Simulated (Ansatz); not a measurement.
SiPH₇O₂: several calculations on one system

**1. Relaxation**

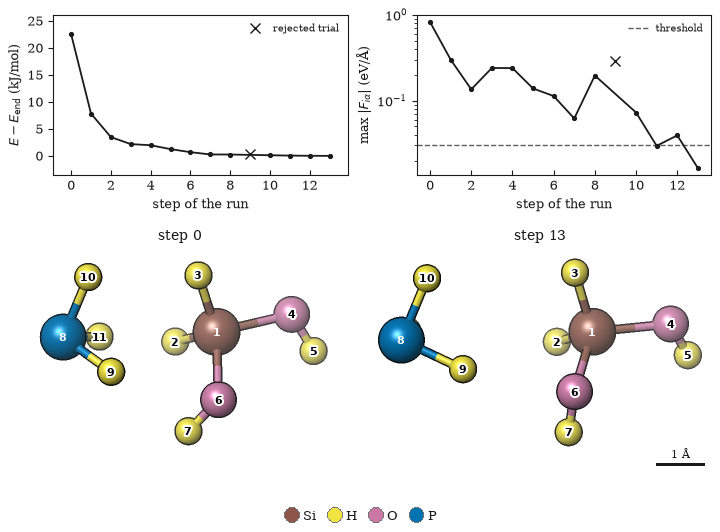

First and last geometry of a relaxation of SiPH₇O₂, with the history of the run. Style: ball-and-stick. Shown from a free direction.

The run prepares an end point of a later path (reaction) calculation, from a guessed geometry.

Computed with Ansatz 0.2.0, RKS PBE-D4/cc-pVDZ. Set-up: no spin polarisation; force threshold 0.03 eV/Å; at most 50 steps.

### What do the curves and the structures tell?

It converged. The largest move after the best rigid fit is that of H11, 1.13 Å. By element the largest moves are H 1.13 Å, P 0.60 Å, O 0.46 Å, Si 0.34 Å. Near-neighbour distances that change, for instance: Si1–H2 1.479 → 1.514 Å, P8–H11 1.433 → 1.447 Å. Bond angles that change, for instance: H3–Si1–O6 113.1° → 105.3°, O4–Si1–O6 107.8° → 113.8°, Si1–O4–H5 112.0° → 114.5°. Groups turn about Si1–O6 by about 40°, Si1–O4 by about 25°. After 12 accepted moves (13 points after the start) the energy has fallen by 22.5 kJ/mol. Largest force component: 0.82 eV/Å at the start, 0.016 eV/Å at the end. The line search rejected the trial step at point 9 of the run. Cost: 24 s on 2 threads of Arm Neoverse V2 (shared host), peak memory 0.14 GiB.

**2. Relaxation**

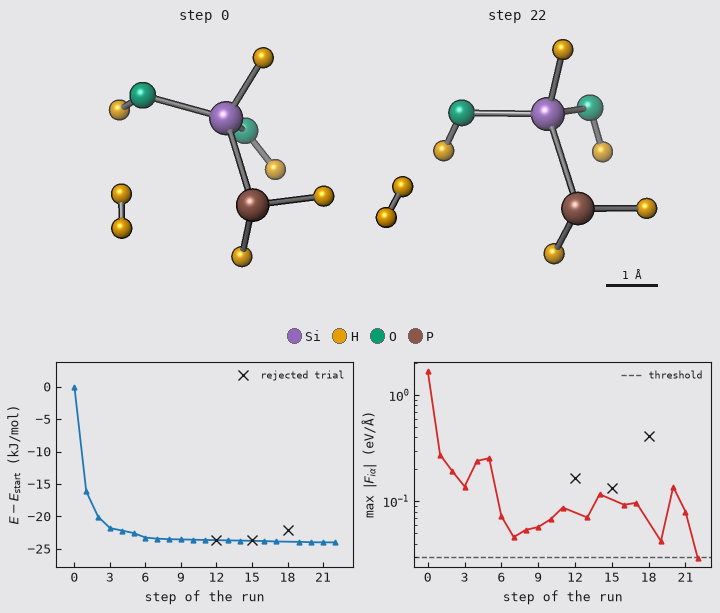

First and last geometry of a relaxation of SiPH$_{7}$O$_{2}$, with the history of the run. The picture is a ball-and-stick view, seen at a tilt.

The run prepares an end point of a later path (reaction) calculation, from a guessed geometry.

Computed with RKS PBE-D4/cc-pVDZ (Ansatz).

Input
```yaml
crystal:
  periodic: [false, false, false]
  atoms:
    - { symbol: Si, position_ang: [0.27929, -0.425, -0.512468] }
    - { symbol: H, position_ang: [-0.095817, 0.147495, 2.069752] }
    - { symbol: H, position_ang: [1.219378, 0.072859, -1.578956] }
    - { symbol: O, position_ang: [-0.430692, 0.983271, 0.128036] }
    - { symbol: H, position_ang: [-1.385615, 0.856805, 0.295072] }
    - { symbol: O, position_ang: [-1.019421, -1.31361, -1.176799] }
    - { symbol: H, position_ang: [-0.921678, -2.275968, -1.029001] }
    - { symbol: P, position_ang: [1.521692, -1.58062, 0.904758] }
    - { symbol: H, position_ang: [0.451146, -2.426854, 1.377048] }
    - { symbol: H, position_ang: [1.879721, -2.489318, -0.170347] }
    - { symbol: H, position_ang: [0.080298, -0.24696, 2.650304] }
basis:
  gaussian: { orbitals: cc-pVDZ }
hamiltonian:
  xc: pbe
  dispersion: d4
relax:
  f_tol: 0.03
  max_steps: 50
```

Launched with:
```bash
ansatz run input.yaml --threads 2 --pin off --max-ram 3072MiB --backend cpu --events-out ev --progress --plain --runs-dir out
```

> Read the history and describe the run.

It converged. The energy falls by 24.0 kJ/mol in 19 accepted moves (22 points after the start). Largest force component: 1.7 eV/Å at the start, 0.029 eV/Å at the end. The line search rejected the trial steps at points 12, 15, 18 of the run. The atom that moves furthest after the best rigid fit is H11 (1.17 Å). Largest moves by element: H 1.17 Å, O 0.78 Å, P 0.32 Å, Si 0.21 Å. Near-neighbour distances that change, for instance: Si1–P8 2.211 → 2.293 Å, H2–H11 0.724 → 0.771 Å, Si1–H3 1.506 → 1.497 Å, Si1–O6 1.708 → 1.701 Å. Bond angles that change, for instance: O4–Si1–O6 105.0° → 113.2°, O4–Si1–P8 115.2° → 108.9°, H3–Si1–P8 106.0° → 112.1°. Groups turn about Si1–O6 by about 45°, Si1–O4 by about 40°, Si1–P8 by about 30°.

```json
{"step": "0", "E − E(0), kJ/mol": "0.00", "largest force component, eV/Å": "1.6864", "note": ""}
{"step": "1", "E − E(0), kJ/mol": "-16.15", "largest force component, eV/Å": "0.2754", "note": ""}
{"step": "2", "E − E(0), kJ/mol": "-20.04", "largest force component, eV/Å": "0.1921", "note": ""}
{"step": "3", "E − E(0), kJ/mol": "-21.80", "largest force component, eV/Å": "0.1378", "note": ""}
{"step": "4", "E − E(0), kJ/mol": "-22.18", "largest force component, eV/Å": "0.2396", "note": ""}
{"step": "5", "E − E(0), kJ/mol": "-22.57", "largest force component, eV/Å": "0.2553", "note": ""}
{"step": "6", "E − E(0), kJ/mol": "-23.27", "largest force component, eV/Å": "0.0722", "note": ""}
{"step": "7", "E − E(0), kJ/mol": "-23.44", "largest force component, eV/Å": "0.0460", "note": ""}
{"step": "8", "E − E(0), kJ/mol": "-23.52", "largest force component, eV/Å": "0.0539", "note": ""}
{"step": "9", "E − E(0), kJ/mol": "-23.56", "largest force component, eV/Å": "0.0572", "note": ""}
{"step": "10", "E − E(0), kJ/mol": "-23.60", "largest force component, eV/Å": "0.0676", "note": ""}
{"step": "11", "E − E(0), kJ/mol": "-23.64", "largest force component, eV/Å": "0.0874", "note": ""}
{"step": "12", "E − E(0), kJ/mol": "-23.58", "largest force component, eV/Å": "0.1662", "note": "rejected"}
{"step": "13", "E − E(0), kJ/mol": "-23.70", "largest force component, eV/Å": "0.0704", "note": ""}
{"step": "14", "E − E(0), kJ/mol": "-23.74", "largest force component, eV/Å": "0.1166", "note": ""}
{"step": "15", "E − E(0), kJ/mol": "-23.71", "largest force component, eV/Å": "0.1347", "note": "rejected"}
{"step": "16", "E − E(0), kJ/mol": "-23.81", "largest force component, eV/Å": "0.0928", "note": ""}
{"step": "17", "E − E(0), kJ/mol": "-23.88", "largest force component, eV/Å": "0.0968", "note": ""}
{"step": "18", "E − E(0), kJ/mol": "-22.06", "largest force component, eV/Å": "0.4137", "note": "rejected"}
{"step": "19", "E − E(0), kJ/mol": "-23.93", "largest force component, eV/Å": "0.0422", "note": ""}
{"step": "20", "E − E(0), kJ/mol": "-23.99", "largest force component, eV/Å": "0.1368", "note": ""}
{"step": "21", "E − E(0), kJ/mol": "-24.01", "largest force component, eV/Å": "0.0800", "note": ""}
{"step": "22", "E − E(0), kJ/mol": "-24.02", "largest force component, eV/Å": "0.0292", "note": ""}
```

**3. Path**

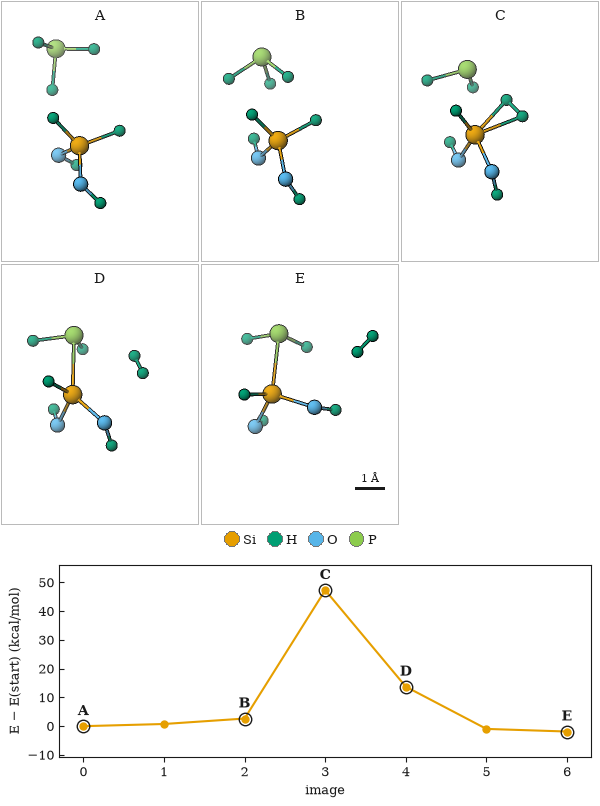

NEB run on SiPH7O2, made up at the start of SiH$_{4}$O$_{2}$ and PH₃. Images are numbered from 0 (start) to 6 (end). Frames A to E are images 0, 2, 3, 4, 6. Style: ball-and-stick. Shown from a free direction.

Computed with RKS PBE-D4/cc-pVDZ (Ansatz). Run with 5 movable images; climbing image; force threshold 0.05 eV/Å; iteration limit 60; starting path through a guess of the saddle point.

Question: Read off the barrier and say what moves.

Answer: Breaking: H–P (1.45 → 3.83 Å), H–Si (1.51 → 3.51 Å). Forming: H–H (3.44 → 0.77 Å), P–Si (4.30 → 2.29 Å). The energy climbs by 47.3 kcal/mol to image 3 and then falls by 49.2 kcal/mol, so the end point sits at −1.9 kcal/mol. The band is converged. At the top, the vibrational analysis gives one imaginary mode (947i cm⁻¹), as a transition state must have.

Limits of the set-up: the start holds two separate molecules, 2.5 Å apart at their closest, whose relative position is a soft coordinate.
